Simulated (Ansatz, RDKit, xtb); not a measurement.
# C4H2F6: which of the isomers drawn lies lowest?, part 2 of 2

A sample of isomers of C4H2F6 is drawn. Aim: find which of them has the lowest free energy at 298.15 K, then its properties. The sample is small against all isomers, and the most stable one of this formula need not be in it.

xtb, Ansatz and PySCF; isolated molecules. Earlier steps stand in the parts before.

## Step 7: Vibrations and thermal terms

The lowest few go on as finalists. In this search the thermal terms come from GFN2-xTB at its own nearest minimum. The first, c673a:

Input file start.xyz:

```xyz
12
c673a
C     -0.079892     1.050131    -0.463089
C      0.217040     1.672090     0.864320
C      1.348474     2.328846     1.114902
C      1.645356     2.950999     2.442230
F      0.909854     1.230037    -1.348992
F     -0.278158    -0.272200    -0.331338
F     -1.201396     1.571112    -0.988487
F      2.768423     2.432182     2.966411
F      0.656796     2.768799     3.328988
F      1.840762     4.273790     2.310713
H     -0.563179     1.550925     1.622298
H      2.128673     2.450025     0.356913
```

On the command line:

```
$ xtb start.xyz --gfn 2 --ohess tight
```

The program printed (excerpt; [...] marks lines left out):

```text
* xtb version 6.7.1
[...]
          :  # basis functions                  42          :
[...]
          :  # electrons                        60          :
[...]
          :  Hamiltonian                  GFN2-xTB          :
[...]
          :  net charge                          0          :
          :  unpaired electrons                  0          :
[...]
   *** convergence criteria satisfied after 9 iterations ***
[...]
   *** GEOMETRY OPTIMIZATION CONVERGED AFTER 6 ITERATIONS ***
[...]
   *** convergence criteria satisfied after 3 iterations ***
[...]
         ::                     SUMMARY                     ::
         :::::::::::::::::::::::::::::::::::::::::::::::::::::
         :: total energy             -37.962249783963 Eh    ::
         :: gradient norm              0.000019202155 Eh/a0 ::
         :: HOMO-LUMO gap              5.150932588454 eV    ::
         ::.................................................::
         :: SCC energy               -38.147405413275 Eh    ::
         :: -> isotropic ES            0.084153845249 Eh    ::
         :: -> anisotropic ES          0.002508809121 Eh    ::
         :: -> anisotropic XC         -0.035214538995 Eh    ::
         :: -> dispersion             -0.007085396351 Eh    ::
         :: repulsion energy           0.185155629312 Eh    ::
         :: add. restraining           0.000000000000 Eh    ::
         :: total charge              -0.000000000000 e     ::
         :::::::::::::::::::::::::::::::::::::::::::::::::::::
[...]
        30        2.0000           -0.5139731             -13.9859 (HOMO)
        31                         -0.3246798              -8.8350 (LUMO)
[...]
molecular dipole:
                 x           y           z       tot (Debye)
 q only:        0.000      -0.000       0.000
   full:        0.000      -0.000       0.000       0.000
molecular quadrupole (traceless):
[...]
          | TOTAL ENERGY              -37.962249783964 Eh   |
          | TOTAL ENTHALPY            -37.893374033283 Eh   |
          | TOTAL FREE ENERGY         -37.939362717022 Eh   |
          | GRADIENT NORM               0.000019193485 Eh/α |
[...]
```

It took 0.91 s on 2 threads of AMD EPYC (Zen 3), shared host; peak memory 0.11 GiB.

## Step 8: Zero-point energy and free-energy terms

As xtb prints them, at 298.15 K, with its own treatment of low modes:

```
label                 SMILES     spin  lowest mode (cm⁻¹)  zero-point (kcal/mol)  G − E (kcal/mol)
c673a  FC(F)(F)/C=C/C(F)(F)F  singlet                  20                   36.6              14.4
c185a  C=C(C(F)(F)F)C(F)(F)F  singlet                 23i                   36.6              15.8
c121a  FC(F)(F)/C=C\C(F)(F)F  singlet                  39                   36.7              15.1
```

c185a keeps an imaginary mode, a small one that points to a nearly free motion; the harmonic terms are rough for it.

## Step 9: Energies at the top level

Single points at CCSD(T)/def2-SVP + MP2/def2-TZVPP - MP2/def2-SVP on the refined geometries decide the order.

c673a, CCSD(T)/def2-SVP:

Input file input.yaml:

```yaml
crystal:
  periodic: [false, false, false]
  atoms:
    - {symbol: C, position_ang: [-0.079892, 1.050131, -0.463089]}
    - {symbol: C, position_ang: [0.217040, 1.672090, 0.864320]}
    - {symbol: C, position_ang: [1.348474, 2.328846, 1.114902]}
    - {symbol: C, position_ang: [1.645356, 2.950999, 2.442230]}
    - {symbol: F, position_ang: [0.909854, 1.230037, -1.348992]}
    - {symbol: F, position_ang: [-0.278158, -0.272200, -0.331338]}
    - {symbol: F, position_ang: [-1.201396, 1.571112, -0.988487]}
    - {symbol: F, position_ang: [2.768423, 2.432182, 2.966411]}
    - {symbol: F, position_ang: [0.656796, 2.768799, 3.328988]}
    - {symbol: F, position_ang: [1.840762, 4.273790, 2.310713]}
    - {symbol: H, position_ang: [-0.563179, 1.550925, 1.622298]}
    - {symbol: H, position_ang: [2.128673, 2.450025, 0.356913]}
basis:
  gaussian: {orbitals: def2-SVP}
correlation: {method: ccsd_t, frozen_orbitals: {C: 1, H: 0, F: 1}}
```

On the command line:

```
$ ansatz run input.yaml --threads 2 --pin off --max-ram 5220MiB --events-out events.jsonl --progress --plain --runs-dir runs
```

The program printed (excerpt; [...] marks lines left out):

```text
Warning: RAYON_NUM_THREADS=2 ignored (pool sized by the plan → 2); use --threads N
Functional definition: HF
  name "HF"
[...]
1464 factors; integrals over basis functions are off by at most 1.4e-3 eV
[...]
mean field -20372.55154440 eV, -748.6774602452 hartree, gradient 2.7e-6 eV, S^2 0.000000; 0 other end points of the search recorded, 0 dependent functions left out; unrestricted orbitals would lower it
10 core orbitals not correlated: weight in the atoms' cores, before any rotation towards them, 1.000 or more for the frozen orbitals, at most 0.000 for the correlated occupied ones
reference -20372.55154440 eV, -748.6774602452 hartree; 30, 30 occupied and 110, 110 virtual orbitals, 1464 factors
second order -43.83384857 eV of doubles, -0.00000000 eV of singles
cycle   1  -43.67977776 eV  change    1.5e-1 eV  update   1.4e-1
[...]
cycle   9  -44.81391624 eV  change    1.6e-5 eV  update   2.1e-5
perturbative correction -1.05787203 eV, -0.0388760799 hartree
Total energy: -20418.42333266 eV, -750.3632173709 hartree
```

Wall time 5.2 min (2 threads of AMD EPYC (Zen 3), shared host); peak memory 1.7 GiB.

## Step 10: c673a at MP2/def2-TZVPP

Changes to input.yaml since step 9:

```diff
@@ -16,3 +16,3 @@
 basis:
-  gaussian: {orbitals: def2-SVP}
-correlation: {method: ccsd_t, frozen_orbitals: {C: 1, H: 0, F: 1}}
+  gaussian: {orbitals: def2-TZVPP}
+correlation: {method: mp2, frozen_orbitals: {C: 1, H: 0, F: 1}}
```

On the command line:

```
$ ansatz run input.yaml --threads 2 --pin off --max-ram 5220MiB --events-out events.jsonl --progress --plain --runs-dir runs
```

The program printed:

```text
Warning: RAYON_NUM_THREADS=2 ignored (pool sized by the plan → 2); use --threads N
[... 2 set-up lines as earlier in the session ...]
  exchange = exact_x
  correlation = 0
2213 factors; integrals over basis functions are off by at most 9.2e-4 eV
mean field evaluation 1: about -20390.4941 eV, gradient 6.0e1 eV
mean field evaluation 2: about -20390.8881 eV, gradient 6.1e1 eV
mean field evaluation 4: about -20397.5322 eV, gradient 5.0e0 eV
mean field evaluation 8: about -20397.6216 eV, gradient 2.8e-1 eV
mean field evaluation 16: about -20397.6220 eV, gradient 3.0e-6 eV
mean field -20397.62200314 eV, -749.5987826106 hartree, gradient 3.0e-6 eV, S^2 0.000000; 0 other end points of the search recorded, 0 dependent functions left out; unrestricted orbitals would lower it
10 core orbitals not correlated: weight in the atoms' cores, before any rotation towards them, 1.000 or more for the frozen orbitals, at most 0.000 for the correlated occupied ones
reference -20397.62200314 eV, -749.5987826106 hartree; 30, 30 occupied and 298, 298 virtual orbitals, 2213 factors
second order -57.28188174 eV of doubles, -0.00000000 eV of singles
Total energy: -20454.90388488 eV, -751.7038529374 hartree
```

Run time: 59 s. Hardware: 2 threads of AMD EPYC (Zen 3), shared host; peak memory 1.2 GiB.

## Step 11: c185a at CCSD(T)/def2-SVP

Input file input.yaml:

```yaml
crystal:
  periodic: [false, false, false]
  atoms:
    - {symbol: C, position_ang: [-0.434339, -0.209820, -0.499222]}
    - {symbol: C, position_ang: [0.277818, 0.574229, 0.312874]}
    - {symbol: C, position_ang: [1.299586, 1.551304, -0.216532]}
    - {symbol: C, position_ang: [0.106341, 0.533847, 1.812180]}
    - {symbol: F, position_ang: [0.996776, 2.809731, 0.135239]}
    - {symbol: F, position_ang: [1.369108, 1.507406, -1.554439]}
    - {symbol: F, position_ang: [2.522777, 1.283977, 0.264483]}
    - {symbol: F, position_ang: [-0.819015, -0.366191, 2.173296]}
    - {symbol: F, position_ang: [-0.276951, 1.727128, 2.289929]}
    - {symbol: F, position_ang: [1.254179, 0.206964, 2.424267]}
    - {symbol: H, position_ang: [-1.168099, -0.909559, -0.094164]}
    - {symbol: H, position_ang: [-0.294047, -0.163434, -1.581016]}
basis:
  gaussian:
    orbitals: def2-SVP
correlation:
  method: ccsd_t
  frozen_orbitals: {C: 1, H: 0, F: 1}
```

On the command line:

```
$ ansatz run input.yaml --threads 2 --pin off --max-ram 5220MiB --events-out events.jsonl --progress --plain --runs-dir runs
```

The program printed (excerpt; [...] marks lines left out):

```text
Warning: RAYON_NUM_THREADS=2 ignored (pool sized by the plan → 2); use --threads N
[... 2 set-up lines as earlier in the session ...]
[...]
1468 factors; integrals over basis functions are off by at most 1.3e-3 eV
[...]
mean field -20372.41371575 eV, -748.6723951359 hartree, gradient 6.8e-7 eV, S^2 0.000000; 0 other end points of the search recorded, 0 dependent functions left out
10 core orbitals not correlated: weight in the atoms' cores, before any rotation towards them, 1.000 or more for the frozen orbitals, at most 0.000 for the correlated occupied ones
reference -20372.41371575 eV, -748.6723951359 hartree; 30, 30 occupied and 110, 110 virtual orbitals, 1468 factors
second order -43.88619900 eV of doubles, -0.00000000 eV of singles
cycle   1  -43.71265699 eV  change    1.7e-1 eV  update   1.4e-1
[...]
cycle   9  -44.86115733 eV  change    5.7e-6 eV  update   2.8e-5
perturbative correction -1.07131616 eV, -0.0393701427 hartree
Total energy: -20418.34618924 eV, -750.3603824024 hartree
```

Wall time 5.4 min (2 threads of AMD EPYC (Zen 3), shared host); peak memory 1.7 GiB.

For c673a, c121a the log finds that unrestricted Hartree-Fock orbitals lie lower, a sign to watch the closed-shell reference there.

## Step 12: Free energies and the winner

Energies in kcal/mol from c673a; G adds the thermal terms to the CCSD(T)/def2-SVP + MP2/def2-TZVPP - MP2/def2-SVP energy. The columns left of the relaxed level are at the tight-binding geometries.

```csv
label,SMILES,spin,GFN2-xTB,HF/STO-3G,r2SCAN-D4/def2-SVP,"r2SCAN-D4/def2-SVP, relaxed",HF/def2-SVP,MP2/def2-SVP,CCSD(T)/def2-SVP + MP2/def2-TZVPP - MP2/def2-SVP,G,share at equilibrium,T1
c673a,FC(F)(F)/C=C/C(F)(F)F,singlet,0.0,0.0,0.0,0.0,0.0,0.0,0.0,0.0,99.9 %,0.012
c185a,C=C(C(F)(F)F)C(F)(F)F,singlet,2.6,1.3,1.6,1.5,3.2,2.0,3.1,4.5,0.1 %,0.012
c121a,FC(F)(F)/C=C\C(F)(F)F,singlet,3.1,2.6,5.0,4.9,6.5,5.6,5.3,6.0,< 0.1 %,0.012
```

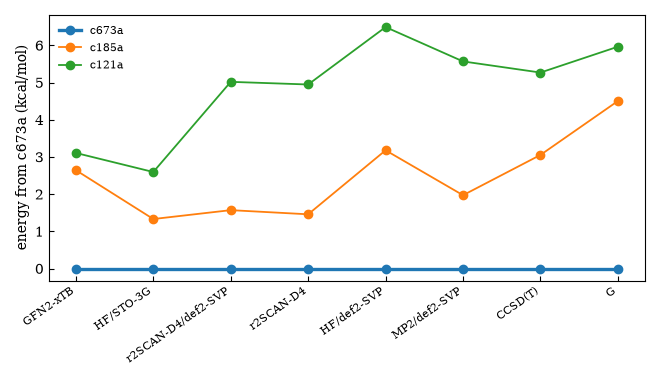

The finalists at each level, measured from c673a.

Lowest found: c673a, `FC(F)(F)/C=C/C(F)(F)F`, a singlet. Bond lengths: C1–C2 1.496 Å, C2–C3 1.332 Å, C3–C4 1.496 Å, C1–F5 1.340 Å, C1–F6 1.344 Å, C1–F7 1.344 Å, C4–F8 1.344 Å, C4–F9 1.340 Å, C4–F10 1.344 Å, C2–H11 1.095 Å, C3–H12 1.095 Å. Some angles: C1–C2–C3 122.7°, C2–C1–F5 112.6°, C2–C1–F6 110.6°, C2–C1–F7 110.6°, F5–C1–F6 107.8°, F5–C1–F7 107.8°, F6–C1–F7 107.3°, C2–C3–C4 122.7°, C3–C4–F8 110.6°, C3–C4–F9 112.6°.

```xyz
12

C    -0.0799    1.0501   -0.4631
C     0.2170    1.6721    0.8643
C     1.3485    2.3288    1.1149
C     1.6454    2.9510    2.4422
F     0.9099    1.2300   -1.3490
F    -0.2782   -0.2722   -0.3313
F    -1.2014    1.5711   -0.9885
F     2.7684    2.4322    2.9664
F     0.6568    2.7688    3.3290
F     1.8408    4.2738    2.3107
H    -0.5632    1.5509    1.6223
H     2.1287    2.4500    0.3569
```

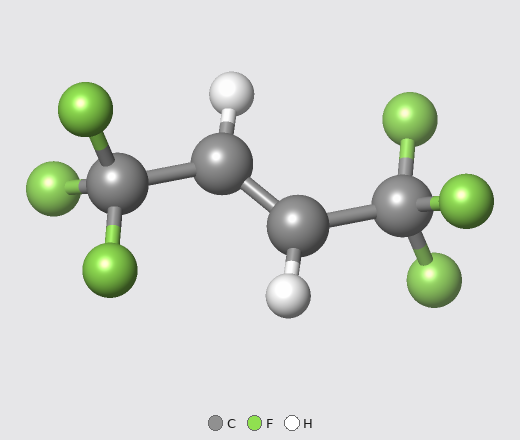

The lowest structure found, seen from a chosen angle (carbon grey, fluorine green, hydrogen white).

## Step 13: Summary of results

This closing draws on all 2 parts.

```
                                 quantity                                                                                                               value
                   lowest structure found                                                                                      FC(F)(F)/C=C/C(F)(F)F, singlet
                            next finalist                                                            C=C(C(F)(F)F)C(F)(F)F, singlet, 4.5 kcal/mol higher in G
share at equilibrium, among the finalists                                                                                                              99.9 %
                                   funnel  3 starts, 3 minima at GFN2-xTB from these starts (5 with those found later), 5 screening runs, 3 relaxed, 3 ranked
                     CPU time of all runs                                                                                                              43 min
```

The search ends on `FC(F)(F)/C=C/C(F)(F)F`. The margin of 4.5 kcal/mol over the next finalist is beyond the usual error of the last level; it says nothing of structures that weren't ranked. GFN2-xTB, HF/STO-3G, r2SCAN-D4/def2-SVP, r2SCAN-D4/def2-SVP, relaxed, HF/def2-SVP and MP2/def2-SVP already put its bonding pattern lowest among the structures in one piece. The largest share of the time went into the final energies (84 % of the CPU time that the search's summary counts). Lowest found is not proven lowest: the search is finite, and each finalist counts with one conformer. Only 3 drawn patterns were tried, so whole families of isomers are missing, and the result ranks this sample alone.
